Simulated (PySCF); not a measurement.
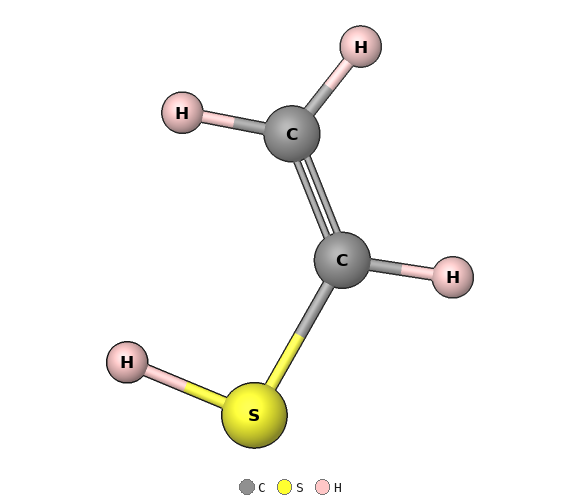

All atoms lie in one plane, which faces the viewer. The geometry was computed by an optimisation with PBE0-D3(BJ)/def2-SVP. No frequency run is at hand to confirm it as a minimum.

> Which symmetry elements does this geometry have?

It has 1 mirror plane, so the point group is Cs. The group has 2 operations. The geometry is achiral, and symmetry allows a dipole moment.
